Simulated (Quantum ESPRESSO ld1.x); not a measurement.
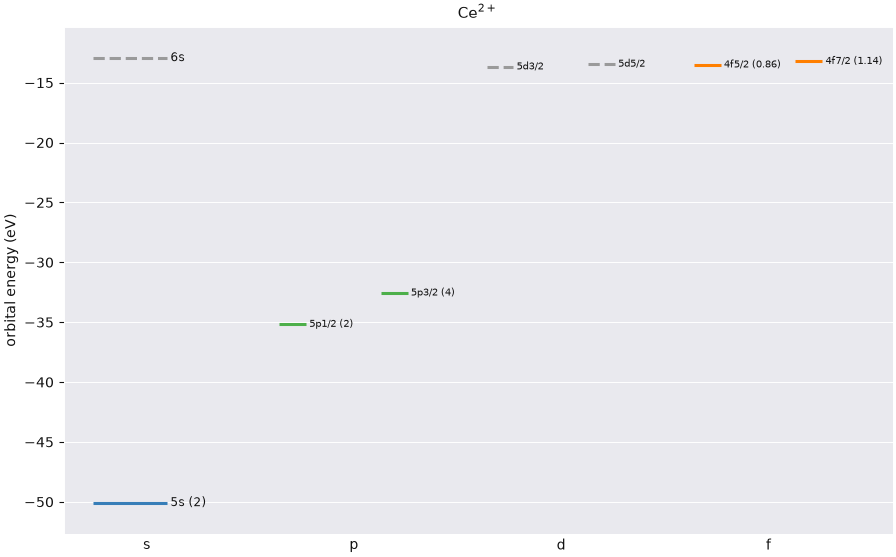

Figure 1. The outer levels are drawn by angular momentum (occupations in brackets, the lower j at the left of each column, empty levels dashed). The highest occupied level is 4f7/2 at −13.2 eV. From the top down the occupied levels run 4f7/2 (−13.2 eV), 4f5/2 (−13.5 eV), 5p3/2 (−32.5 eV), 5p1/2 (−35.2 eV), 5s (−50.1 eV). The lowest empty level drawn is 5d3/2 at −13.7 eV, below the highest occupied one, so this filling isn't the aufbau one. Spin-orbit splittings: 4f 0.293 eV, 5d 0.229 eV, 5p 2.62 eV. The order isn't aufbau: the empty 5d3/2 and 5d5/2 levels lie under the highest occupied one.

# Atomic calculation for Ce²⁺

The cerium ion Ce²⁺ in the configuration [Xe] 4f2 (open shells shared over both j by 2j + 1). Computed at this level: Dirac Kohn-Sham, relativistic LDA (MacDonald-Vosko exchange, VWN5 correlation), spin-unpolarised, spherical densities, point nucleus (Quantum ESPRESSO ld1.x 7.5).

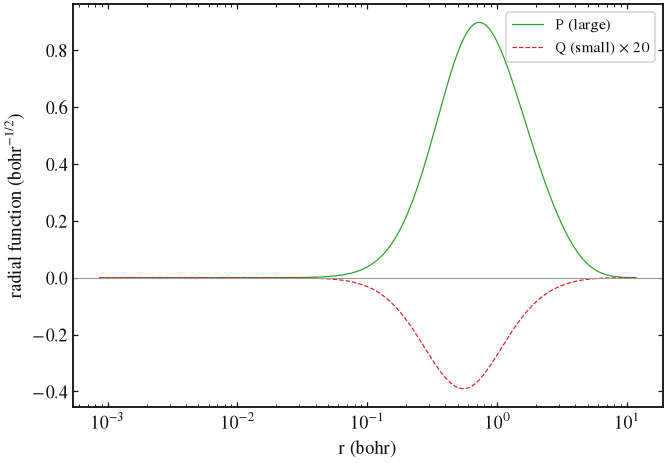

Figure 2. The large and small radial components of one occupied spinor. It is 4f7/2. The spinor has κ = −4: the large component has l = 3 and 0 radial nodes, the small one has l = 4. The small component carries 0.030 % of the norm; ⟨r⟩ = 1.22 bohr and the eigenvalue is −13.2 eV. The nodes of P give n − l − 1 and its extent picks the shell; Q has as many nodes as P for κ < 0 and one more for κ > 0.

These pictures come from the run below.

**The input**
```
 &input
    atom='Ce',
    iswitch=1,
    rel=2,
    dft='RXC-VWN',
    config='[Xe] 4f2 6s0 5d0',
    rel_dist='average',
    verbosity='high',
    lsmall=.true.,
    prefix='ld1',
    max_out_wfc=37,
    file_charge='ld1.rho',
 /
```

**The program's output**
```
     Program LD1 v.7.5 starts

     --------------------------- All-electron run ----------------------------

     dirac relativistic calculation

     atomic number is 58.00
     dft =RXC-VWN   lsd =0 sic =0 latt =0  beta=0.20 tr2=1.0E-14
     Exchange-correlation= RXC-VWN
                           (   3   2   0   0   0   0   0)
     mesh =2085 r(mesh) = 100.64072 a.u. xmin = -8.00 dx = 0.00800
     1 Ry =  13.60569312 eV, c = 137.03599908

     n l j   nl                  e(Ry)          e(Ha)          e(eV)
     Spin orbit split results
     1 0 0.5 1S 1( 2.00)   -2939.583800443   -1469.791900222 -39995.0750982
     2 0 0.5 2S 1( 2.00)    -471.504066648    -235.752033324  -6415.1396371
     2 1 0.5 2P 1( 2.00)    -445.750398356    -222.875199178  -6064.7431295
     2 1 1.5 2P 1( 4.00)    -413.262089841    -206.631044921  -5622.7171737
     3 0 0.5 3S 1( 2.00)    -101.829266986     -50.914633493  -1385.4577576
     3 1 0.5 3P 1( 2.00)     -90.822991657     -45.411495828  -1235.7097530
     3 1 1.5 3P 1( 4.00)     -84.434224550     -42.217112275  -1148.7861483
     4 0 0.5 4S 1( 2.00)     -20.912710904     -10.456355452   -284.5319269
     4 1 0.5 4P 1( 2.00)     -16.819063384      -8.409531692   -228.8350150
     4 1 1.5 4P 1( 4.00)     -15.445536657      -7.722768328   -210.1472319
     3 2 1.5 3D 1( 4.00)     -65.035811650     -32.517905825   -884.8572953
     3 2 2.5 3D 1( 6.00)     -63.656022974     -31.828011487   -866.0843140
     5 0 0.5 5S 1( 2.00)      -3.679346016      -1.839673008    -50.0600528
     5 1 0.5 5P 1( 2.00)      -2.584024893      -1.292012447    -35.1574497
     5 1 1.5 5P 1( 4.00)      -2.391740157      -1.195870078    -32.5412826
     4 2 1.5 4D 1( 4.00)      -8.699320709      -4.349660354   -118.3602879
     4 2 2.5 4D 1( 6.00)      -8.459561062      -4.229780531   -115.0981918
     4 3 2.5 4F 1( 0.86)      -0.992136000      -0.496068000    -13.4986979
     4 3 3.5 4F 1( 1.14)      -0.970567106      -0.485283553    -13.2052382
     6 0 0.5 6S 1( 0.00)      -0.951823842      -0.475911921    -12.9502231
     5 2 1.5 5D 1( 0.00)      -1.004216977      -0.502108489    -13.6630680
     5 2 2.5 5D 1( 0.00)      -0.987416180      -0.493708090    -13.4344815
     Averaged results
     1 0     1S 1( 2.00)   -2939.583800443   -1469.791900222 -39995.0750982
     2 0     2S 1( 2.00)    -471.504066648    -235.752033324  -6415.1396371
     2 1     2P 1( 6.00)    -424.091526013    -212.045763006  -5770.0591590
     3 0     3S 1( 2.00)    -101.829266986     -50.914633493  -1385.4577576
     3 1     3P 1( 6.00)     -86.563813586     -43.281906793  -1177.7606832
     4 0     4S 1( 2.00)     -20.912710904     -10.456355452   -284.5319269
     4 1     4P 1( 6.00)     -15.903378899      -7.951689450   -216.3764929
     3 2     3D 1(10.00)     -64.207938445     -32.103969222   -873.5935065
     5 0     5S 1( 2.00)      -3.679346016      -1.839673008    -50.0600528
     5 1     5P 1( 6.00)      -2.455835069      -1.227917534    -33.4133383
     4 2     4D 1(10.00)      -8.555464921      -4.277732460   -116.4030302
     4 3     4F 1( 2.00)      -0.979810918      -0.489905459    -13.3310067
     6 0     6S 1( 0.00)      -0.951823842      -0.475911921    -12.9502231
     5 2     5D 1( 0.00)      -0.994136499      -0.497068249    -13.5259161

     final scf error:  4.2E-15 reached in  32 iterations

     Etot =  -17688.599871 Ry,   -8844.299936 Ha, -240665.661623 eV

     Ekin =   18919.386671 Ry,    9459.693335 Ha,  257411.369117 eV
     Encl =  -43047.910121 Ry,  -21523.955061 Ha, -585696.654698 eV
     Eh   =    6818.843977 Ry,    3409.421989 Ha,   92775.098611 eV
     Exc  =    -378.920398 Ry,    -189.460199 Ha,   -5155.474652 eV

     normalization and overlap integrals

     s(1S/1S) =  1.000000  <r> =   0.0247  <r2> =    0.0008  r(max) =   0.0158
     LC norm =  0.95422871 + SC norm =  0.04577129 =  1.00000000
     s(1S/2S) = -0.000000
     s(1S/3S) = -0.000000
     s(1S/4S) =  0.000000
     s(1S/5S) =  0.000000
     s(1S/6S) =  0.000000
     s(2S/2S) =  1.000000  <r> =   0.1051  <r2> =    0.0131  r(max) =   0.0896
     LC norm =  0.99004746 + SC norm =  0.00995254 =  1.00000000
     s(2S/3S) =  0.000000
     s(2S/4S) =  0.000000
     s(2S/5S) =  0.000000
     s(2S/6S) =  0.000000
     s(2P/2P) =  1.000000  <r> =   0.0882  <r2> =    0.0096  r(max) =   0.0683
     LC norm =  0.99000062 + SC norm =  0.00999938 =  1.00000000
     s(2P/3P) =  0.000000
     s(2P/4P) =  0.000000
     s(2P/5P) =  0.000000
     s(2P/2P) =  1.000000  <r> =   0.0943  <r2> =    0.0108  r(max) =   0.0734
     LC norm =  0.99059765 + SC norm =  0.00940235 =  1.00000000
     s(2P/3P) =  0.000000
     s(2P/4P) =  0.000000
     s(2P/5P) =  0.000000
     s(3S/3S) =  1.000000  <r> =   0.2792  <r2> =    0.0892  r(max) =   0.2555
     LC norm =  0.99695192 + SC norm =  0.00304808 =  1.00000000
     s(3S/4S) =  0.000000
     s(3S/5S) =  0.000000
     s(3S/6S) =  0.000000
     s(3P/3P) =  1.000000  <r> =   0.2687  <r2> =    0.0839  r(max) =   0.2416
     LC norm =  0.99700531 + SC norm =  0.00299469 =  1.00000000
     s(3P/4P) =  0.000000
     s(3P/5P) =  0.000000
     s(3P/3P) =  1.000000  <r> =   0.2809  <r2> =    0.0915  r(max) =   0.2535
     LC norm =  0.99717136 + SC norm =  0.00282864 =  1.00000000
     s(3P/4P) =  0.000000
     s(3P/5P) =  0.000000
     s(4S/4S) =  1.000000  <r> =   0.6400  <r2> =    0.4627  r(max) =   0.5966
     LC norm =  0.99905828 + SC norm =  0.00094172 =  1.00000000
     s(4S/5S) =  0.000000
     s(4S/6S) =  0.000000
     s(4P/4P) =  1.000000  <r> =   0.6589  <r2> =    0.4943  r(max) =   0.6063
     LC norm =  0.99912427 + SC norm =  0.00087573 =  1.00000000
     s(4P/5P) =  0.000000
     s(4P/4P) =  1.000000  <r> =   0.6868  <r2> =    0.5367  r(max) =   0.6310
     LC norm =  0.99918031 + SC norm =  0.00081969 =  1.00000000
     s(4P/5P) =  0.000000
     s(3D/3D) =  1.000000  <r> =   0.2516  <r2> =    0.0747  r(max) =   0.2042
     LC norm =  0.99728570 + SC norm =  0.00271430 =  1.00000000
     s(3D/4D) =  0.000000
     s(3D/5D) =  0.000000
     s(3D/3D) =  1.000000  <r> =   0.2554  <r2> =    0.0769  r(max) =   0.2059
     LC norm =  0.99733405 + SC norm =  0.00266595 =  1.00000000
     s(3D/4D) = -0.000000
     s(3D/5D) = -0.000000
     s(5S/5S) =  1.000000  <r> =   1.5435  <r2> =    2.6784  r(max) =   1.3931
     LC norm =  0.99979731 + SC norm =  0.00020269 =  1.00000000
     s(5S/6S) =  0.000000
     s(5P/5P) =  1.000000  <r> =   1.7370  <r2> =    3.4161  r(max) =   1.5213
     LC norm =  0.99983997 + SC norm =  0.00016003 =  1.00000000
     s(5P/5P) =  1.000000  <r> =   1.8204  <r2> =    3.7508  r(max) =   1.5961
     LC norm =  0.99985365 + SC norm =  0.00014635 =  1.00000000
     s(4D/4D) =  1.000000  <r> =   0.7444  <r2> =    0.6439  r(max) =   0.6515
     LC norm =  0.99932655 + SC norm =  0.00067345 =  1.00000000
     s(4D/5D) =  0.000000
     s(4D/4D) =  1.000000  <r> =   0.7545  <r2> =    0.6613  r(max) =   0.6568
     LC norm =  0.99934137 + SC norm =  0.00065863 =  1.00000000
     s(4D/5D) = -0.000000
     s(4F/4F) =  1.000000  <r> =   1.2013  <r2> =    1.9603  r(max) =   0.7229
     LC norm =  0.99969022 + SC norm =  0.00030978 =  1.00000000
     s(4F/4F) =  1.000000  <r> =   1.2178  <r2> =    2.0188  r(max) =   0.7287
     LC norm =  0.99969586 + SC norm =  0.00030414 =  1.00000000
     s(6S/6S) =  1.000000  <r> =   3.7319  <r2> =   15.5521  r(max) =   3.4129
     LC norm =  0.99995914 + SC norm =  0.00004086 =  1.00000000
     s(5D/5D) =  1.000000  <r> =   2.6374  <r2> =    8.0283  r(max) =   2.1805
     LC norm =  0.99993138 + SC norm =  0.00006862 =  1.00000000
     s(5D/5D) =  1.000000  <r> =   2.6748  <r2> =    8.2537  r(max) =   2.2157
     LC norm =  0.99993328 + SC norm =  0.00006672 =  1.00000000

     LC charge = 55.76520799 + SC charge =  0.23479201 = 56.00000000

     ------------------------ End of All-electron run ------------------------
```

**Slater integrals of the outer shells (hartree)**

```tsv
integral	value
F0(6s1/2,6s1/2)	0.2409
F0(6s1/2,4f7/2)	0.3077
G3(6s1/2,4f7/2)	0.0199
F0(6s1/2,5d5/2)	0.2719
G2(6s1/2,5d5/2)	0.0847
F0(6s1/2,4f5/2)	0.3081
G3(6s1/2,4f5/2)	0.0194
F0(6s1/2,5d3/2)	0.2729
G2(6s1/2,5d3/2)	0.0824
F0(4f7/2,4f7/2)	0.7786
F2(4f7/2,4f7/2)	0.3501
F4(4f7/2,4f7/2)	0.2159
F6(4f7/2,4f7/2)	0.1543
F0(4f7/2,5d5/2)	0.4194
F2(4f7/2,5d5/2)	0.1241
F4(4f7/2,5d5/2)	0.0658
G1(4f7/2,5d5/2)	0.0827
G3(4f7/2,5d5/2)	0.0598
G5(4f7/2,5d5/2)	0.0439
F0(4f7/2,4f5/2)	0.7836
```

**Results in brief**

```
                       quantity                      value
                        outcome                  converged
                   total energy         −8844.2999 hartree
                 kinetic energy          9459.6933 hartree
        electron–nucleus energy        −21523.9551 hartree
                 Hartree energy          3409.4220 hartree
    exchange–correlation energy        −189.460199 hartree
radius at density 0.001 e/bohr³                  3.68 bohr
                 SCF iterations                         32
                       hardware  1 CPU thread, shared host
                      wall time                     0.82 s
```
